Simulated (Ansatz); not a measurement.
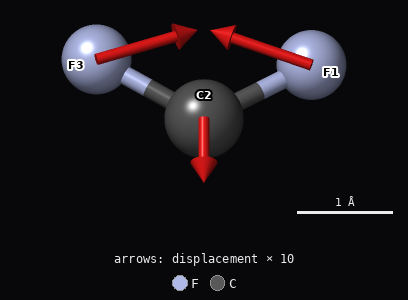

This is a relaxation of CF2. The starting structure is drawn; red arrows show the displacements, 10 times their true length. The two geometries are superimposed by the best rigid fit.

A ball-and-stick model, seen at a tilt.

The start comes from GFN2-xTB.

Computed with Ansatz 0.2.0, RKS PBE0-D4/def2-TZVP. (force threshold 0.005 eV/Å; at most 150 steps)

> Atoms of which element are displaced furthest, and by how much?

Fluorine: up to 0.11 Å, against 0.08 Å for carbon.

> What happened in the run?

The energy falls by 39.6 kJ/mol in 5 geometry steps. The largest force component goes from 2.5 to under 0.0001 eV/Å. The largest moves after the best rigid fit, 0.11 Å, are those of F1 and F3. Largest moves by element: F 0.11 Å, C 0.08 Å. Among the contacts that change: C2–F3 1.320 → 1.296 Å. Bond angles that change, for instance: F1–C2–F3 118.3° → 104.7°.
